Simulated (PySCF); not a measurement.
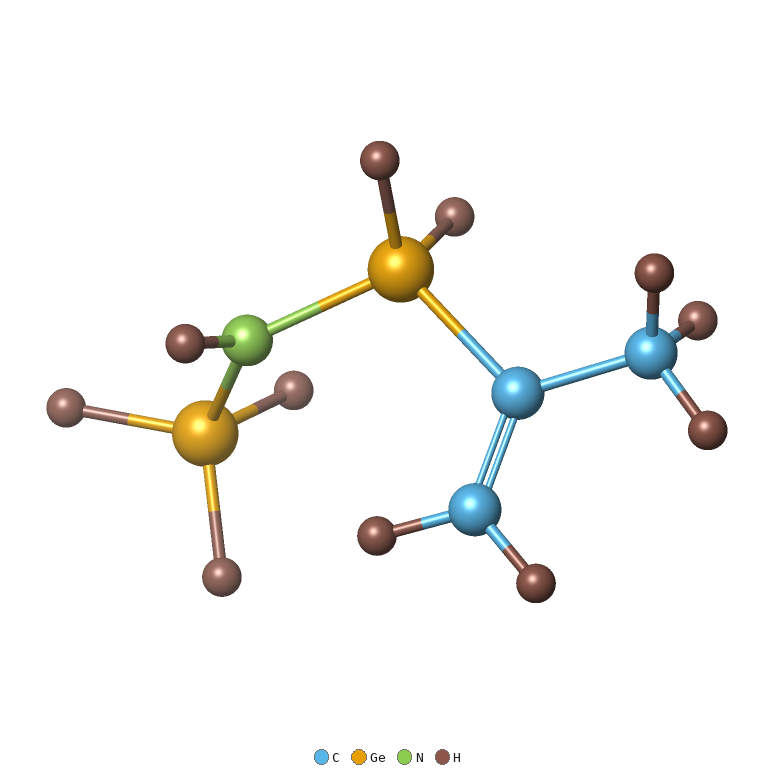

The computed structure is the end point of a PBE0-D3(BJ)/def2-SVP optimisation. No frequency run is at hand to confirm it as a minimum. Program: PySCF 2.14.0.

Compare HOMO energy (eV) at these levels: CAM-B3LYP/def2-SVPD; LC-wPBE/def2-SVPD; PBE0/6-31G*; PBE0/def2-SVP; PBE0/def2-TZVP; ωB97X-D/def2-SVPD.

| level | HOMO energy (eV) |
| --- | --- |
| CAM-B3LYP/def2-SVPD | −8.30 |
| LC-wPBE/def2-SVPD | −9.63 |
| PBE0/6-31G* | −6.67 |
| PBE0/def2-SVP | −6.83 |
| PBE0/def2-TZVP | −6.92 |
| ωB97X-D/def2-SVPD | −8.80 |
